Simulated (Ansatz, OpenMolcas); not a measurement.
A ladder of methods for SnSiH6O (SMILES [SiH3][O][SnH3])

The species is SnSiH6O (9 atoms), meant as a singlet with charge 0. As SMILES, `[SiH3][O][SnH3]`. The shape is that of a PBE0-D4/def2-TZVP optimisation.

Quantity: the vertical energy of the triplet above the singlet, in eV. The values are calculated.

| level | kind | program | value (eV) | less CCSD(T)/def2-SVP | CPU time (all runs) |
| --- | --- | --- | --- | --- | --- |
| HF/def2-SVP (core potential) | Hartree–Fock | Ansatz | 6.20 | -0.35 | 15 s |
| BLYP/def2-SVP (core potential) | GGA | Ansatz | 5.52 | -1.03 | 18 s |
| PBE/def2-SVP (core potential) | GGA | Ansatz | 5.46 | -1.09 | 19 s |
| revPBE/def2-SVP (core potential) | GGA | OpenMolcas | 5.52 | -1.03 | 2.3 min |
| M06-L/def2-SVP (core potential) | meta-GGA | OpenMolcas | 6.01 | -0.54 | 3.4 min |
| r2SCAN/def2-SVP (core potential) | meta-GGA | OpenMolcas | 5.77 | -0.78 | 3.5 min |
| PBE0/def2-SVP (core potential) | global hybrid | OpenMolcas | 5.94 | -0.61 | 2.4 min |
| CCSD(T)/def2-SVP (core potential) | coupled cluster or CI | Ansatz | 6.55 | 0.00 | 90 s |

CCSD(T)/def2-SVP (core potential) is the highest level here, not the true value. Spin-orbit coupling is left out. The values span 5.46 to 6.55 eV. A triplet this far above the singlet is often a Rydberg-like or dissociative state; sets without diffuse functions put Rydberg states too high. In the correlated wave-function rows the outer d shell of Sn is correlated, in sets not made for it. Times are those of the runs behind each value, whatever else they computed, on shared processors of several kinds: orders of magnitude only.

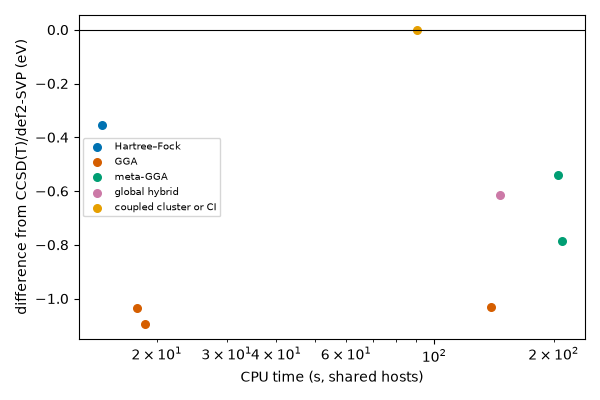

Difference from CCSD(T)/def2-SVP against processor time, one point a level.
